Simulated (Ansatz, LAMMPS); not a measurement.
# Static equation of state of glassy 45P2O5-55ZnO (mol %) (85 atoms)

Density of this cell: 3.43 g/cm³. The cell holds 85 atoms: 18 P, 11 Zn and 56 O. Cell: a = 10.364 Å, b = 10.454 Å, c = 9.706 Å, α = 91.9°, β = 89.3°, γ = 90.7°. The starting structure: 85 atoms (18 P, 11 Zn, 56 O) placed at random at 3.06 g/cm³, melted at 4000 K for 10 ps at fixed volume with the Morse and Coulomb pair potential with partial charges (Pedone, Malavasi, Menziani, Cormack and Segre, J. Phys. Chem. B 110, 11780 (2006)). Quenched from 4000 K to 300 K at 500 K/ps and fixed volume, held 10 ps at zero pressure, then minimised at fixed cell.

Calculated with Ansatz 0.2.0: Kohn-Sham DFT, PBEsol, PAW (set soft_1), plane waves; cutoff 420 eV, Γ point, fixed occupations. Cell and atoms were relaxed first, to V0 = 12.363 Å³ an atom at a residual P0 = -0.009 GPa. The cell was then scaled evenly, and the atoms were relaxed at each volume.

```
volume (Å³/atom)  pressure (GPa)
          11.127               ?
          11.622           3.984
          11.993           1.858
          12.734          -1.543
          13.105          -2.299
```

**Question.** Fit the third-order Birch–Murnaghan equation to the rows given and extrapolate to the withheld row.

Worked fit:

Take the Eulerian strain f = ½[(V0/V)^(2/3) − 1] and the normalised pressure F = (P − P0) / [3f(1 + 2f)^(5/2)]. The third-order Birch–Murnaghan equation is then the line F = B0 + (3/2)B0(B′ − 4) f, so u = f and v = F.

```
      u = f  v = F (GPa)
  0.0210564      57.0265
  0.0102569      57.6707
-0.00975639      55.0590
 -0.0190504      44.1541
```

With n = 4: mean u = 6.2660e-4, mean v = 53.4776, Σ(u − ū)² = 0.0010051, Σ(u − ū)(v − v̄) = 0.27992. Slope b = 0.27992 / 0.0010051 = 278.50; intercept a = v̄ − b ū = 53.303.

So B0 = a = 53.3 GPa and B′ = 4 + 2b/(3a) = 7.48. At the withheld volume f = 0.03638, F = a + b f = 63.44 GPa, and P = P0 + 3f(1 + 2f)^(5/2) F.

Prediction at 11.127: 8.244 GPa. The run gave 7.220 GPa, so the fit is high by 1.0 GPa (14 % of the value).

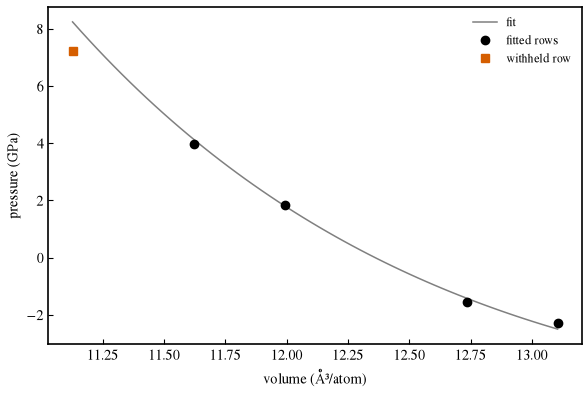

The fit, the rows that it rests on and the withheld row.

The series isn't one smooth equation of state: even a line fitted to all rows, the withheld one included, misses F by up to 11.9 % and the count of bonds changes along the series. B0 and B′ are then only the numbers of this fit, not moduli of the material. Among the rows given, the largest miss of the fit is at 13.105, by 0.20 GPa (2.1 % of the range of the table).

Limits: Static cells at zero temperature; the cell shape is held. The program notes that the SCF threshold of these relaxations is loose for the stress. The quench rate of 500 K/ps is many orders above laboratory rates, so the cell is likely richer in defects and strain than a real sample. The network of bonds at the start is that of the classical potential that made the cell, and needn't be the one that DFT or experiment would give. Only the Γ point is sampled, in a cell whose shortest periodic width is 10 Å.

[Logs are printed without paths, hosts, clocks, repeated set-up lines and the standing remarks that a program may print on its own settings, such as how far it seeks lower states.]

[Hosts, paths, dates, database ids (printed as entryN), source tags and the programs' standing remarks are cut or masked in the printed files.]
